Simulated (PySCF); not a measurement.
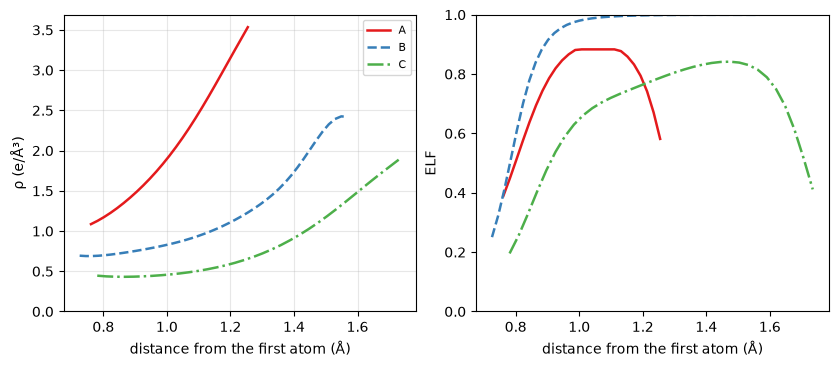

ClHNSi$_{2}$ (charge −1). Electron density and ELF along straight lines between neighbouring atoms. The curves leave out the atomic cores.

Geometry: B3LYP-D3(BJ)/def2-SVPD.

All numbers below come from Gaussian-basis quantum chemistry of an isolated molecule with PySCF, energy and nuclear gradient, functional PBE0 (PySCF 2.14.0).

```xyz
5

Cl   -2.2347   -1.0556    0.8743
N    -0.9716    1.2794    2.5746
Si   -1.0220   -0.3591    2.7173
Si   -1.0344    2.9529    2.6653
H     0.2658    3.3188    1.8680
```

**Which curve belongs to which contact (Si–Cl, Si–H and Si–N)? The first atom named is at distance zero.**

Curve A: Si–N (1.65 Å): ρ at the midpoint is about 1.2 e/Å³; the ELF peaks at about 0.90 between the atoms (a short, strongly polar bond). Curve B: Si–H (1.57 Å): the density is about 0.69 e/Å³ at the midpoint; the ELF climbs to about 1 towards the hydrogen, as it does in any bond to H. Curve C: Si–Cl (2.31 Å): ρ is about 0.55 e/Å³ halfway, with its minimum of 0.43 e/Å³ about 0.9 Å from Si; the ELF peaks at about 0.85 between the atoms (a polar covalent bond).
